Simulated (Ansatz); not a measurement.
# Copper, simple cubic under BLYP: structure, energy and stiffness, part 1 of 2

The plan for copper in the simple cubic structure: relax it, solve it on a dense k-mesh, then scale the cell to 7 volumes from 88 to 112 % of the relaxed one and try a fit of the equation of state. Spin polarisation is left out. The k-meshes are 13×13×13 for the relaxation; 21×21×21 for the dense run; 14×14×14 for the volumes.

This is Cu in the simple cubic structure; at room conditions it is fcc.

Program: Ansatz 0.2.0. Level of theory: DFT BLYP, plane waves (420 eV) with PAW, scalar-relativistic; the PAW data stem from PBE, with regenerated cores. These are calculated values, not measurements.

### Step 1. Starting point

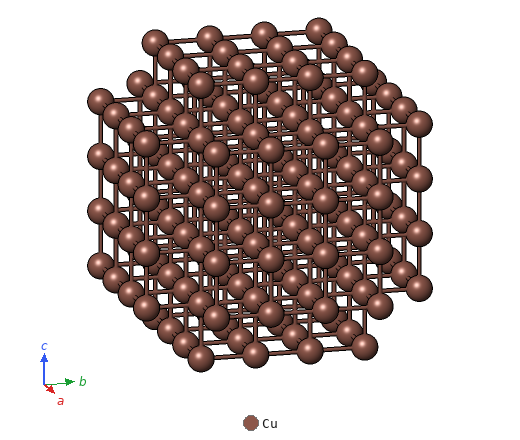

Start, viewed slightly off an axis; copper brown. 3×3×3 cells are drawn. Any atoms on the faces are drawn again on the opposite ones, and bonded neighbours outside are added.

Structure file:

```cif
data_structure
_symmetry_space_group_name_H-M 'P 1'
_symmetry_Int_Tables_number 1
_cell_length_a 2.3365
_cell_length_b 2.3365
_cell_length_c 2.3365
_cell_angle_alpha 90.000
_cell_angle_beta 90.000
_cell_angle_gamma 90.000
_cell_volume 12.75
loop_
_atom_site_label
_atom_site_type_symbol
_atom_site_fract_x
_atom_site_fract_y
_atom_site_fract_z
_atom_site_occupancy
Cu1 Cu 0.00000 0.00000 0.00000 1
```

### Step 2. Relaxation of the cell

input.yaml reads:

```yaml
crystal:
  lattice:
    - [2.3364585681, 0.0, 0.0]
    - [0.0, 2.3364585681, 0.0]
    - [0.0, 0.0, 2.3364585681]
  atoms:
    - { symbol: Cu, position: [0.0, 0.0, 0.0] }
hamiltonian:
  xc: blyp
  pseudopotentials:
    kind: paw
    azcp:
      Cu: "pseudopotentials/Cu.paw.azcp"
basis:
  ecutwfc: 420
  fft_grid_basis: typed
kpoints:
  mp_grid: { grid: [13, 13, 13], shift: [0, 0, 0] }
magnetization:
  spin_polarized: false
scf:
  occupations: { method: fermi_dirac, width: 0.1 }
relax:
  max_steps: 60
  f_tol: 0.01
  cell: {}
```

What it wrote:

```text
Warning: RAYON_NUM_THREADS=2 ignored (pool sized by the plan → 2); use --threads N
Engine: ansatz 0.2.0, aarch64-unknown-linux-gnu
Pseudopotentials: kind: paw
Pseudopotential: Cu, paw, valence charge 19, recommended cutoff 420 eV (normal), <dir>
Functional definition: BLYP
  parameter beta = 0.0042
  parameter a = 0.04918
  parameter b = 0.132
  parameter c = 0.2533
  parameter d = 0.349
  exchange = b88_x(beta = beta)
  correlation = lyp_c(a = a, b = b, c = c, d = d)
Crystal: 1 atoms, lattice volume = 12.755 Å³
Basis set: ecut = 420 eV, 251 PW (Γ), exchange–correlation on 32×32×32 points (8 copies of the dense FFT grid, shifted against one another)
Bands: 14, of which v1, the nominal top of the filled ones, is band 10 counted from 1 (9 counted from 0)
Symmetry: 48 space group operations
Space group: Pm-3m (ITA 221), of the structure as read, at distance tolerance 2.3e-5 Å
k-points: 84 of 2197
Non-local potential: Cu, projectors of the file, l = 0: 3, l = 1: 2, l = 2: 3, l = 3: 1
PAW form: soft (Blöchl's): semilocal exchange-correlation on the pseudo side does not see the compensation charge
PAW frozen core: Cu, regenerated for the run's functional, and the local potential with it (the file was generated under x = pbe(κ = 0.804, μ = 0.2195149727645171), c = pbe(β = 0.06672455060314922))
PAW one-centre angular grid: Cu, 590 points (default); XC on 64 Gauss nodes
Initial density: superposition of atomic densities (neutral atoms: chi_scale 0, normalization atom), corrected by the library's trained network
Initial wavefunctions: pseudopotential atomic-orbital guess
Functional: x = b88, c = lyp
SCF iter   1: F=—  HF=-6633.774358 eV  |F-HF|=—  |Δ(HF+E_count)|=         —  Δρ=1.81e-2  dr2=3.26e-2  ethr=1.77e-3  ⟨swp⟩=5.4  Hψ=5981  notcnv=0
preconditioner: auto → none  [metal: Δε(μ)=0.148 eV  Ē_g=16.970 eV  σ=0.100 eV  W_gap=0.33  n_scr=6 (ndim 8)  ℏωp=34.5 eV  f_vac=0.000  D(μ)=0.36/eV (n_scr^D=0)  sad-step TF]
SCF iter   2: F=—  HF=-6633.770507 eV  |F-HF|=—  |Δ(HF+E_count)|=   3.85e-3  Δρ=9.51e-3  dr2=1.10e-2  ethr=1.72e-4  ⟨swp⟩=1.2  Hψ=1872  notcnv=0
SCF iter   3: F=—  HF=-6633.768564 eV  |F-HF|=—  |Δ(HF+E_count)|=   1.94e-3  Δρ=4.18e-3  dr2=1.65e-3  ethr=5.77e-5  ⟨swp⟩=1.0  Hψ=1160  notcnv=0
SCF iter   4: F=—  HF=-6633.768189 eV  |F-HF|=—  |Δ(HF+E_count)|=   3.75e-4  Δρ=4.53e-4  dr2=1.05e-5  ethr=8.68e-6  ⟨swp⟩=2.4  Hψ=1513  notcnv=0
SCF iter   5: F=—  HF=-6633.768231 eV  |F-HF|=—  |Δ(HF+E_count)|=   4.22e-5  Δρ=1.04e-4  dr2=9.45e-7  ethr=5.52e-8  ⟨swp⟩=2.0  Hψ=1680  notcnv=0
SCF iter   6: F=-6633.768231 eV  HF=-6633.768231 eV  |F-HF|=2.71e-10  |Δ(HF+E_count)|=   8.12e-8  Δρ=1.04e-5  dr2=8.81e-9  ethr=5.26e-10  ⟨swp⟩=4.1  Hψ=3940  notcnv=0
SCF 1 converged in 6 iterations: F = -6633.768231 eV  dr2 = 8.81e-9
relax step   1: F+E_penalty+E_count = -6633.76823144 eV  Δ(F+E_penalty+E_count) = +0.000e0 eV  max|allowed force component| = 0.000e0 eV/Å  Δτ_max = 0.0000 Å  P = +18.257 GPa  Ω = 12.755 Å³  (6 SCF iters, dr2 threshold 1.00e-7 eV, accepted)
Crystal: 1 atoms, lattice volume = 13.569 Å³
Initial density: handed on by an earlier stage of this run
Initial wavefunctions: those handed on with the density
iter 1 solved again at ethr=1.28e-4 eV; its pass at ethr=3.10e-3 eV (dr2=2.43e-2 eV) is discarded
SCF iter   1: F=—  HF=-6633.841886 eV  |F-HF|=—  |Δ(HF+E_count)|=         —  Δρ=1.64e-2  dr2=2.46e-2  ethr=1.28e-4  ⟨swp⟩=1.0  Hψ=7833  notcnv=0
preconditioner: auto → none  [metal: Δε(μ)=0.086 eV  Ē_g=16.311 eV  σ=0.100 eV  W_gap=0.21  n_scr=6 (ndim 8)  ℏωp=33.4 eV  f_vac=0.000  D(μ)=0.36/eV (n_scr^D=0)]
SCF iter   2: F=—  HF=-6633.836556 eV  |F-HF|=—  |Δ(HF+E_count)|=   5.33e-3  Δρ=1.74e-3  dr2=1.73e-4  ethr=1.28e-4  ⟨swp⟩=2.3  Hψ=1861  notcnv=0
SCF iter   3: F=—  HF=-6633.836261 eV  |F-HF|=—  |Δ(HF+E_count)|=   2.95e-4  Δρ=1.05e-3  dr2=1.42e-4  ethr=9.10e-7  ⟨swp⟩=2.0  Hψ=2158  notcnv=0
SCF iter   4: F=—  HF=-6633.836233 eV  |F-HF|=—  |Δ(HF+E_count)|=   2.77e-5  Δρ=1.86e-4  dr2=1.33e-6  ethr=7.45e-7  ⟨swp⟩=2.2  Hψ=1540  notcnv=0
SCF iter   5: F=—  HF=-6633.836233 eV  |F-HF|=—  |Δ(HF+E_count)|=   3.18e-7  Δρ=1.85e-5  dr2=3.75e-8  ethr=7.02e-9  ⟨swp⟩=2.0  Hψ=1985  notcnv=0
SCF iter   6: F=-6633.836233 eV  HF=-6633.836233 eV  |F-HF|=3.64e-12  |Δ(HF+E_count)|=   2.74e-9  Δρ=2.26e-6  dr2=4.12e-10  ethr=1.97e-10  ⟨swp⟩=2.1  Hψ=3775  notcnv=0
SCF 2 converged in 6 iterations: F = -6633.836233 eV  dr2 = 4.12e-10
relax step   2: F+E_penalty+E_count = -6633.83623298 eV  Δ(F+E_penalty+E_count) = -6.800e-2 eV  max|allowed force component| = 0.000e0 eV/Å  Δτ_max = 0.0000 Å  P = +9.140 GPa  Ω = 13.569 Å³  energy of the carried Pulay correction = -3.454e-4 eV  (6 SCF iters, dr2 threshold 1.00e-7 eV, accepted)
Crystal: 1 atoms, lattice volume = 14.496 Å³
Basis set: ecut = 420 eV, 257 PW (Γ), exchange–correlation on 32×32×32 points (8 copies of the dense FFT grid, shifted against one another)
iter 1 solved again at ethr=1.61e-4 eV; its pass at ethr=3.10e-3 eV (dr2=3.05e-2 eV) is discarded
SCF iter   1: F=—  HF=-6633.873075 eV  |F-HF|=—  |Δ(HF+E_count)|=         —  Δρ=1.79e-2  dr2=3.10e-2  ethr=1.61e-4  ⟨swp⟩=1.3  Hψ=7903  notcnv=0
preconditioner: auto → none  [metal: Δε(μ)=0.109 eV  Ē_g=15.624 eV  σ=0.100 eV  W_gap=0.27  n_scr=6 (ndim 8)  ℏωp=32.3 eV  f_vac=0.000  D(μ)=0.35/eV (n_scr^D=0)]
SCF iter   2: F=—  HF=-6633.866549 eV  |F-HF|=—  |Δ(HF+E_count)|=   6.53e-3  Δρ=1.73e-3  dr2=2.18e-4  ethr=1.61e-4  ⟨swp⟩=2.2  Hψ=1884  notcnv=0
SCF iter   3: F=—  HF=-6633.866144 eV  |F-HF|=—  |Δ(HF+E_count)|=   4.05e-4  Δρ=1.20e-3  dr2=1.97e-4  ethr=1.15e-6  ⟨swp⟩=2.0  Hψ=2176  notcnv=0
SCF iter   4: F=—  HF=-6633.866096 eV  |F-HF|=—  |Δ(HF+E_count)|=   4.79e-5  Δρ=1.51e-4  dr2=1.08e-6  ethr=1.04e-6  ⟨swp⟩=2.6  Hψ=1672  notcnv=0
SCF iter   5: F=—  HF=-6633.866102 eV  |F-HF|=—  |Δ(HF+E_count)|=   5.56e-6  Δρ=1.40e-5  dr2=2.25e-8  ethr=5.70e-9  ⟨swp⟩=2.0  Hψ=1989  notcnv=0
SCF iter   6: F=-6633.866102 eV  HF=-6633.866102 eV  |F-HF|=5.82e-11  |Δ(HF+E_count)|=   1.18e-9  Δρ=1.80e-6  dr2=2.87e-10  ethr=1.18e-10  ⟨swp⟩=2.2  Hψ=3833  notcnv=0
SCF 3 converged in 6 iterations: F = -6633.866102 eV  dr2 = 2.87e-10
relax step   3: F+E_penalty+E_count = -6633.86610157 eV  Δ(F+E_penalty+E_count) = -2.987e-2 eV  max|allowed force component| = 0.000e0 eV/Å  Δτ_max = 0.0000 Å  P = +1.736 GPa  Ω = 14.496 Å³  energy of the carried Pulay correction = -7.136e-4 eV  (6 SCF iters, dr2 threshold 1.00e-7 eV, accepted)
Crystal: 1 atoms, lattice volume = 14.773 Å³
iter 1 solved again at ethr=1.36e-5 eV; its pass at ethr=3.10e-3 eV (dr2=2.58e-3 eV) is discarded
SCF iter   1: F=—  HF=-6633.867986 eV  |F-HF|=—  |Δ(HF+E_count)|=         —  Δρ=5.11e-3  dr2=2.56e-3  ethr=1.36e-5  ⟨swp⟩=1.2  Hψ=7635  notcnv=0
preconditioner: auto → none  [metal: Δε(μ)=0.110 eV  Ē_g=15.336 eV  σ=0.100 eV  W_gap=0.27  n_scr=6 (ndim 8)  ℏωp=32.0 eV  f_vac=0.000  D(μ)=0.36/eV (n_scr^D=0)]
SCF iter   2: F=—  HF=-6633.867462 eV  |F-HF|=—  |Δ(HF+E_count)|=   5.25e-4  Δρ=4.30e-4  dr2=2.27e-5  ethr=1.35e-5  ⟨swp⟩=2.3  Hψ=1559  notcnv=0
SCF iter   3: F=—  HF=-6633.867440 eV  |F-HF|=—  |Δ(HF+E_count)|=   2.16e-5  Δρ=3.23e-4  dr2=1.44e-5  ethr=1.20e-7  ⟨swp⟩=2.0  Hψ=1936  notcnv=0
SCF iter   4: F=—  HF=-6633.867437 eV  |F-HF|=—  |Δ(HF+E_count)|=   3.43e-6  Δρ=3.36e-5  dr2=6.49e-8  ethr=7.58e-8  ⟨swp⟩=2.3  Hψ=1664  notcnv=0
iter 5 did not close the SCF: its close was put off for the readings that it lacked (scf_convergence_deferred on its scf_iter line)
SCF iter   5: F=-6633.867437 eV  HF=-6633.867437 eV  |F-HF|=1.07e-9  |Δ(HF+E_count)|=   2.44e-7  Δρ=4.41e-6  dr2=1.24e-9  ethr=3.41e-10  ⟨swp⟩=2.0  Hψ=1989  notcnv=0
SCF iter   6: F=-6633.867437 eV  HF=-6633.867437 eV  |F-HF|=1.82e-12  |Δ(HF+E_count)|=  1.00e-10  Δρ=4.00e-7  dr2=1.43e-11  ethr=6.54e-12  ⟨swp⟩=2.0  Hψ=3486  notcnv=0
SCF 4 converged in 6 iterations: F = -6633.867437 eV  dr2 = 1.43e-11
relax step   4: F+E_penalty+E_count = -6633.86743688 eV  Δ(F+E_penalty+E_count) = -1.335e-3 eV  max|allowed force component| = 0.000e0 eV/Å  Δτ_max = 0.0000 Å  P = -0.042 GPa  Ω = 14.773 Å³  energy of the carried Pulay correction = -8.188e-4 eV  (6 SCF iters, dr2 threshold 1.00e-7 eV, accepted)
Basis set: ecut = 420 eV, 257 PW (Γ), exchange–correlation on 36×36×36 points (8 copies of the dense FFT grid, shifted against one another)
Initial wavefunctions: pseudopotential atomic-orbital guess (no wavefunctions were taken with the density)
iter 1 solved again at ethr=1.97e-7 eV; its pass at ethr=3.10e-3 eV (dr2=3.75e-5 eV) is discarded
SCF iter   1: F=—  HF=-6633.852174 eV  |F-HF|=—  |Δ(HF+E_count)|=         —  Δρ=3.13e-3  dr2=3.87e-5  ethr=1.97e-7  ⟨swp⟩=3.0  Hψ=8881  notcnv=0
preconditioner: auto → none  [metal: Δε(μ)=0.109 eV  Ē_g=15.301 eV  σ=0.100 eV  W_gap=0.26  n_scr=6 (ndim 8)  ℏωp=32.0 eV  f_vac=0.000  D(μ)=0.36/eV (n_scr^D=0)]
SCF iter   2: F=—  HF=-6633.864631 eV  |F-HF|=—  |Δ(HF+E_count)|=   1.25e-2  Δρ=1.70e-3  dr2=3.82e-5  ethr=1.97e-7  ⟨swp⟩=2.0  Hψ=1659  notcnv=0
SCF iter   3: F=—  HF=-6633.868541 eV  |F-HF|=—  |Δ(HF+E_count)|=   3.91e-3  Δρ=5.71e-4  dr2=1.30e-6  ethr=1.97e-7  ⟨swp⟩=2.4  Hψ=1639  notcnv=0
SCF iter   4: F=—  HF=-6633.869125 eV  |F-HF|=—  |Δ(HF+E_count)|=   5.85e-4  Δρ=9.59e-5  dr2=2.31e-7  ethr=6.82e-9  ⟨swp⟩=2.0  Hψ=1399  notcnv=0
SCF iter   5: F=—  HF=-6633.869138 eV  |F-HF|=—  |Δ(HF+E_count)|=   1.32e-5  Δρ=2.68e-5  dr2=5.53e-8  ethr=1.21e-9  ⟨swp⟩=1.9  Hψ=1528  notcnv=0
SCF iter   6: F=—  HF=-6633.869139 eV  |F-HF|=—  |Δ(HF+E_count)|=   2.02e-7  Δρ=1.41e-6  dr2=9.96e-11  ethr=2.91e-10  ⟨swp⟩=2.4  Hψ=1571  notcnv=0
SCF iter   7: F=—  HF=-6633.869139 eV  |F-HF|=—  |Δ(HF+E_count)|=   1.68e-9  Δρ=5.13e-7  dr2=2.30e-11  ethr=1.00e-12  ⟨swp⟩=5.3  Hψ=4607  notcnv=0
SCF iter   8: F=-6633.869139 eV  HF=-6633.869139 eV  |F-HF|=1.82e-12  |Δ(HF+E_count)|=  7.28e-12  Δρ=3.95e-8  dr2=1.39e-13  ethr=1.00e-12  ⟨swp⟩=5.0  Hψ=4240  notcnv=0
SCF 5 converged in 8 iterations: F = -6633.869139 eV  dr2 = 1.39e-13
relax step   5: F+E_penalty+E_count = -6633.86913863 eV  Δ(F+E_penalty+E_count) = -1.702e-3 eV  max|allowed force component| = 0.000e0 eV/Å  Δτ_max = 0.0000 Å  P = +0.232 GPa  Ω = 14.773 Å³  stress off target by 2.32e-1 GPa  SCF on the basis re-selected at this cell (its energy is not comparable with the rows above)  (8 SCF iters)
basis re-selected at this cell: Δ(F+E_penalty+E_count) = -1.702e-3 eV, ΔP = +0.274 GPa vs the last step (what re-selecting the basis moved, of the pressure what is left beyond the Pulay correction that the steps carried, after the strain that the cell walked since its last selection, with what the two solves' SCF thresholds leave and, on support functions, any second-order correction that the steps lacked; it is no measure of the basis error at this ecutwfc). The dense FFT grid was sized anew with the basis: this SCF ran on 18×18×18 points, the steps before it on 16×16×16, so part of this shift can come from that change (see relax.cell in the input reference). This SCF's stress stands 2.32e-1 GPa from its target on what of the cell is left free (relax.cell.stress_tol is 5.00e-2 GPa) and its largest allowed force component is 0.00e0 eV/Å (relax.f_tol is 1.00e-2 eV/Å): not within both, so this SCF does not close the relaxation
Crystal: 1 atoms, lattice volume = 14.810 Å³
iter 1 solved again at ethr=2.42e-7 eV; its pass at ethr=3.10e-3 eV (dr2=4.60e-5 eV) is discarded
SCF iter   1: F=—  HF=-6633.869150 eV  |F-HF|=—  |Δ(HF+E_count)|=         —  Δρ=6.70e-4  dr2=4.41e-5  ethr=2.42e-7  ⟨swp⟩=2.1  Hψ=7090  notcnv=0
preconditioner: auto → none  [metal: Δε(μ)=0.110 eV  Ē_g=15.276 eV  σ=0.100 eV  W_gap=0.27  n_scr=6 (ndim 8)  ℏωp=32.0 eV  f_vac=0.000  D(μ)=0.36/eV (n_scr^D=0)]
SCF iter   2: F=—  HF=-6633.869155 eV  |F-HF|=—  |Δ(HF+E_count)|=   4.83e-6  Δρ=5.73e-5  dr2=3.73e-7  ethr=2.32e-7  ⟨swp⟩=2.4  Hψ=1576  notcnv=0
SCF iter   3: F=—  HF=-6633.869154 eV  |F-HF|=—  |Δ(HF+E_count)|=   4.14e-7  Δρ=4.00e-5  dr2=2.31e-7  ethr=1.96e-9  ⟨swp⟩=2.3  Hψ=1896  notcnv=0
iter 4 did not close the SCF: its close was put off for the readings that it lacked (scf_convergence_deferred on its scf_iter line)
SCF iter   4: F=-6633.869154 eV  HF=-6633.869154 eV  |F-HF|=3.78e-9  |Δ(HF+E_count)|=   4.52e-8  Δρ=5.47e-6  dr2=1.70e-9  ethr=1.22e-9  ⟨swp⟩=2.4  Hψ=1664  notcnv=0
iter 5 did not close the SCF: its close was put off for the readings that it lacked (scf_convergence_deferred on its scf_iter line)
SCF iter   5: F=-6633.869154 eV  HF=-6633.869154 eV  |F-HF|=3.64e-12  |Δ(HF+E_count)|=   5.05e-9  Δρ=3.07e-7  dr2=1.04e-11  ethr=8.96e-12  ⟨swp⟩=2.0  Hψ=1903  notcnv=0
SCF iter   6: F=-6633.869154 eV  HF=-6633.869154 eV  |F-HF|=9.09e-13  |Δ(HF+E_count)|=  9.09e-13  Δρ=4.08e-8  dr2=1.45e-13  ethr=1.00e-12  ⟨swp⟩=1.0  Hψ=2691  notcnv=0
SCF 6 converged in 6 iterations: F = -6633.869154 eV  dr2 = 1.45e-13
relax step   6: F+E_penalty+E_count = -6633.86915412 eV  Δ(F+E_penalty+E_count) = -1.548e-5 eV  max|allowed force component| = 0.000e0 eV/Å  Δτ_max = 0.0000 Å  P = +0.025 GPa  Ω = 14.810 Å³  energy of the carried Pulay correction = -1.401e-5 eV  (6 SCF iters, dr2 threshold 1.00e-7 eV, accepted)
iter 1 solved again at ethr=3.07e-10 eV; its pass at ethr=3.10e-3 eV (dr2=5.84e-8 eV) is discarded
SCF iter   1: F=—  HF=-6633.869148 eV  |F-HF|=—  |Δ(HF+E_count)|=         —  Δρ=4.22e-6  dr2=4.45e-10  ethr=3.07e-10  ⟨swp⟩=4.1  Hψ=10189  notcnv=0
preconditioner: auto → none  [metal: Δε(μ)=0.109 eV  Ē_g=15.271 eV  σ=0.100 eV  W_gap=0.27  n_scr=6 (ndim 8)  ℏωp=32.0 eV  f_vac=0.000  D(μ)=0.36/eV (n_scr^D=0)]
SCF iter   2: F=—  HF=-6633.869162 eV  |F-HF|=—  |Δ(HF+E_count)|=   1.39e-5  Δρ=1.64e-6  dr2=1.76e-10  ethr=2.34e-12  ⟨swp⟩=2.0  Hψ=1993  notcnv=0
SCF iter   3: F=—  HF=-6633.869162 eV  |F-HF|=—  |Δ(HF+E_count)|=  2.00e-11  Δρ=9.54e-7  dr2=3.23e-11  ethr=1.00e-12  ⟨swp⟩=1.0  Hψ=1184  notcnv=0
iter 4 did not close the SCF: its close was put off for the readings that it lacked (scf_convergence_deferred on its scf_iter line)
SCF iter   4: F=-6633.869162 eV  HF=-6633.869162 eV  |F-HF|=9.09e-13  |Δ(HF+E_count)|=  3.00e-11  Δρ=1.14e-7  dr2=3.96e-13  ethr=1.00e-12  ⟨swp⟩=1.4  Hψ=1211  notcnv=0
iter 5 did not close the SCF: its close was put off for the readings that it lacked (scf_convergence_deferred on its scf_iter line)
SCF iter   5: F=-6633.869162 eV  HF=-6633.869162 eV  |F-HF|=1.82e-12  |Δ(HF+E_count)|=  9.09e-13  Δρ=5.89e-8  dr2=2.13e-13  ethr=1.00e-12  ⟨swp⟩=1.0  Hψ=1176  notcnv=0
iter 6 did not close the SCF: its close was put off for the readings that it lacked (scf_convergence_deferred on its scf_iter line)
SCF iter   6: F=-6633.869162 eV  HF=-6633.869162 eV  |F-HF|=2.73e-12  |Δ(HF+E_count)|=  9.09e-13  Δρ=1.64e-8  dr2=1.39e-14  ethr=1.00e-12  ⟨swp⟩=1.0  Hψ=1176  notcnv=0
iter 7 did not close the SCF: its close was put off for the readings that it lacked (scf_convergence_deferred on its scf_iter line)
SCF iter   7: F=-6633.869162 eV  HF=-6633.869162 eV  |F-HF|=9.09e-13  |Δ(HF+E_count)|=  1.82e-12  Δρ=5.08e-9  dr2=1.55e-15  ethr=1.00e-12  ⟨swp⟩=1.0  Hψ=1176  notcnv=0
SCF iter   8: F=-6633.869162 eV  HF=-6633.869162 eV  |F-HF|=0.00e0  |Δ(HF+E_count)|=  2.73e-12  Δρ=9.73e-10  dr2=4.57e-17  ethr=1.00e-12  ⟨swp⟩=2.0  Hψ=3119  notcnv=0
SCF 7 converged in 8 iterations: F = -6633.869162 eV  dr2 = 4.57e-17
relax step   7: F+E_penalty+E_count = -6633.86916217 eV  Δ(F+E_penalty+E_count) = -8.055e-6 eV  max|allowed force component| = 0.000e0 eV/Å  Δτ_max = 0.0000 Å  P = +0.023 GPa  Ω = 14.810 Å³  stress off target by 2.34e-2 GPa  SCF on the basis re-selected at this cell (its energy is not comparable with the rows above)  (8 SCF iters)
basis re-selected at this cell: Δ(F+E_penalty+E_count) = -8.055e-6 eV, ΔP = -0.001 GPa vs the last step (what re-selecting the basis moved, of the pressure what is left beyond the Pulay correction that the steps carried, after the strain that the cell walked since its last selection, with what the two solves' SCF thresholds leave and, on support functions, any second-order correction that the steps lacked; it is no measure of the basis error at this ecutwfc). This SCF's stress stands 2.34e-2 GPa from its target on what of the cell is left free (relax.cell.stress_tol is 5.00e-2 GPa) and its largest allowed force component is 0.00e0 eV/Å (relax.f_tol is 1.00e-2 eV/Å): within both
SCF converged after 8 iterations
Free energy (F): -6633.869162 eV
Harris-Foulkes:  -6633.869162 eV  (|F-HF|=0.00e0)
Internal energy: -6633.857932 eV  (E = F + TS)
E sigma→0 (E₀):  -6633.863547 eV
Entropy (-TS):   -0.011230 eV (-11.230 meV/atom)
Fermi energy:    12.699291 eV
--- Per-component energies (eV) ---
  E_band       = -426.147176
  E_kinetic    = 300.198970
  E_local      = -4562.806498  (includes V_loc(G=0)·N_el)
  E_nonlocal   = 387.440600
  E_hartree    = 2008.756237
  E_xc         = -87.348712
  E_vxc        = -112.240739  (∫ρ·V_xc dr)
  E_paw        = -1677.128581  (= ΣΔE_a)
  E_vpaw       = -456.252228  (= ΣTr[D̂ρ^β])
  E_aug_tail   = 0.000245  (compensation charges beyond the density's cutoff)
  E_ewald      = -3002.970662
  E_core_change = 0.000469  (= ΣΔE_core)
  E_smearing   = -0.011230  (= −TS)
  E_closure    = -0.000000  (closes the sum)
  Σ components = -6633.869162   (vs F -6633.869162, Δ=0.00e0)
--- Forces (eV/Å), atoms counted from 1 ---
  atom   1  Cu     0.00000000    -0.00000000     0.00000000
  max |Σ_I F_I| component: 1.64e-32 eV/Å
--- Stress (GPa, compression-positive) ---
        0.023364      -0.000000      -0.000000
       -0.000000       0.023364      -0.000000
       -0.000000      -0.000000       0.023364
  P = ⅓ Tr σ = 0.0234 GPa (0.234 kbar)
--- Relaxed structure (5 steps of the walk, 5 accepted, 2 SCFs on fresh bases) ---
  F+E_penalty+E_count = -6633.86916217 eV   max|allowed force component| = 0.000e0 eV/Å   (the final SCF, on the basis selected at the relaxed cell)
  cell:  # Å, volume = 14.8098 Å³
    - [2.4557422889669516, -1.0753108856162065e-33, 1.5246945393065619e-34]
    - [-1.0753108856162065e-33, 2.4557422889669516, 6.419766481290786e-35]
    - [1.5246945393065619e-34, 6.419766481290786e-35, 2.4557422889669516]
  atoms:
    - { symbol: Cu, position: [0.0, 0.0, 0.0] }
```

It took 6.3 s on 2 threads of Arm Neoverse N1, shared host; peak memory 0.28 GiB.

The steps of the relaxation:

| step | energy change (meV/atom) | largest force (eV/Å) | pressure (GPa) | volume (Å³/atom) |
| --- | --- | --- | --- | --- |
| 1 | 0.00 | 0.0000 | 18.26 | 12.755 |
| 2 | -68.00 | 0.0000 | 9.14 | 13.569 |
| 3 | -97.87 | 0.0000 | 1.74 | 14.496 |
| 4 | -99.21 | 0.0000 | -0.04 | 14.773 |
| 5 | -100.91 | 0.0000 | 0.23 | 14.773 |
| 6 | -100.92 | 0.0000 | 0.02 | 14.810 |
| 7 | -100.93 | 0.0000 | 0.02 | 14.810 |

Steps that repeat a cell are solved on a basis chosen anew, so their changes of energy are no gain of the relaxation.

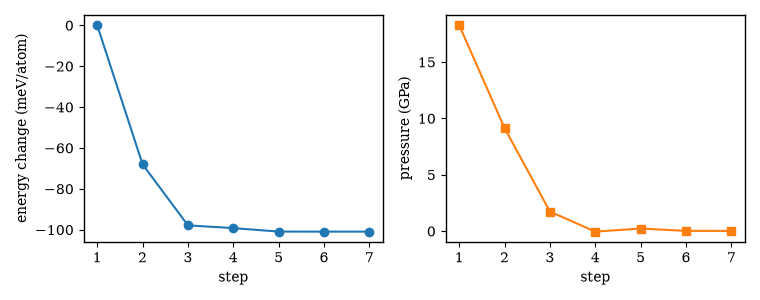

Energy and pressure over the accepted steps.

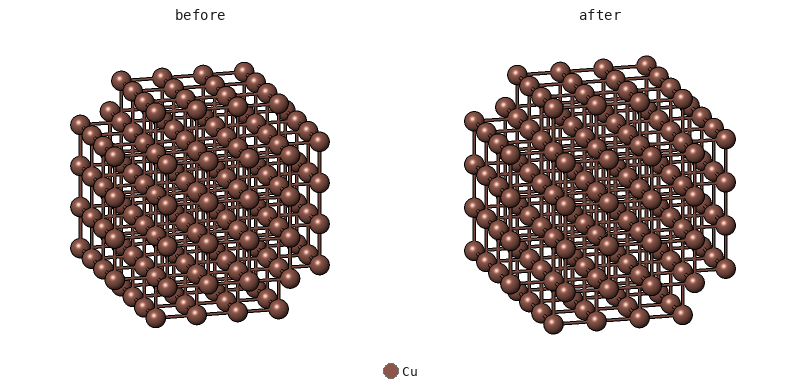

Before and after, at one scale. The cells drawn are those of the first picture.

The cell of the run, before and after:

|  | before | after | change |
| --- | --- | --- | --- |
| a (Å) | 2.336 | 2.456 | +5.1 % |
| b (Å) | 2.336 | 2.456 | +5.1 % |
| c (Å) | 2.336 | 2.456 | +5.1 % |
| volume (Å³/atom) | 12.755 | 14.810 | +16.1 % |
| shortest distance (Å) | 2.336 | 2.456 | +5.1 % |
| space group (spins left aside) | Pm-3m | Pm-3m | same |

(Continued in part 2 of 2.)
